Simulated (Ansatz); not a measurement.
Consider CuF2 (1T sheet).

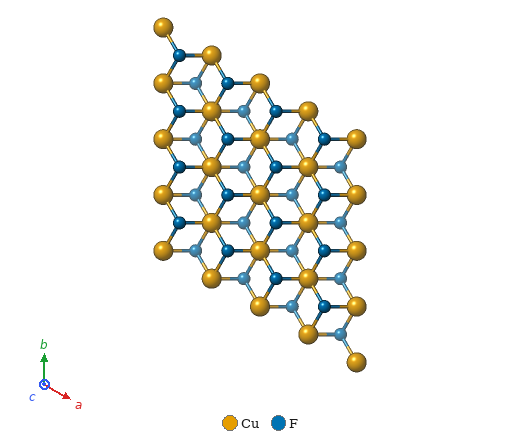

The structure (copper orange, fluorine blue). 4×4×1 cells are drawn. Some periodic images of atoms are drawn too.

The cell holds 3 atoms: 1 Cu and 2 F. Cell: a = 3.136 Å, b = 3.136 Å, c = 28.816 Å, α = 90.0°, β = 90.0°, γ = 120.0°. Vacuum lies along c.

```xyz
3
Lattice="0.0000 -2.2176 2.2176 2.2176 0.0000 -2.2176 16.6372 16.6372 16.6372" Properties=species:S:1:pos:R:3
Cu    5.3429    5.3429    5.3429
F     7.3429    5.1253    5.1253
F     5.5604    3.3428    5.5604
```

The structure was relaxed with PBEsol. The structure was generated from a model, not taken from a measurement. The runs that relaxed it are not among those shown. The program's search for lower electronic states was switched off, so nothing shows that the state found is the lowest. PAW set soft_2, made with PBE.

A constrained-RPA run (Ansatz 0.2.0; non-magnetic PBEsol; Cu eg, bands v2 to v1, 6×6×1 mesh, medium accuracy) builds 2 functions on bands 0.68 eV wide, with 3.0 electrons in the window. The bare on-site interaction is 18.6 eV and the bare J 0.79 eV.

Q: Estimate U, U′ and J.

On the Cu eg shell, U = 5.53 eV (30 % of the bare value), U′ = 4.45 eV, J = 0.54 eV.

The parent state is non-magnetic and the interaction static (zero frequency); U depends on the window and the orbitals, so it belongs to this model alone.

[Paths, hosts, dates, memory and timing lines, banners, echoed tables and standing remarks are left out of the program output.]

[Logs are printed without paths, hosts, clocks, repeated set-up lines and the standing remarks that a program may print on its own settings, such as how far it seeks lower states.]

[Runs of the session that timed out or met a known fault of the program may be left out.]

[Hosts, paths, dates, database ids (printed as entryN), source tags and the programs' standing remarks are cut or masked in the printed files.]
